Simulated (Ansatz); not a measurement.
## Profile along the Sn–O line in SnO (litharge type, space group P4/nmm)

SnO (litharge type, space group P4/nmm)

Space group P4/nmm, origin choice 1 (No. 129); a = b = 3.793 Å, c = 4.764 Å, α = β = γ = 90.00°

```
atom  site  symmetry       x       y       z
----  ----  --------  ------  ------  ------
Sn      2c       4mm  0.5000  0.0000  0.2406
O       2a      -4m2  0.0000  0.0000  0.0000
```

Fields along a shortest Sn–O line of a (010) plane (2.22 Å), from Sn to O, interpolated on the slice's grid (step about 0.2 Å). Level of theory: r2SCAN+rVV10 (plane waves to 500 eV, PAW, scalar-relativistic; Ansatz, a quantum-chemistry and plane-wave program). k mesh 9×9×7. These are valence fields of a PAW run, semicore shells included where kept as valence: close to a nucleus they are smooth pseudo fields. At this level the bands of SnO touch or barely overlap; measurements give the solid a gap. SnO was relaxed with its symmetry unable to fall. The PAW data are Ansatz's earlier set.

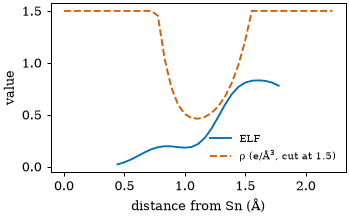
ELF (away from the nuclei) and valence density from Sn to O.

Density on the Sn–O line (2.22 Å) at its midpoint: 0.46 e/Å³. ELF at that point: 0.2.
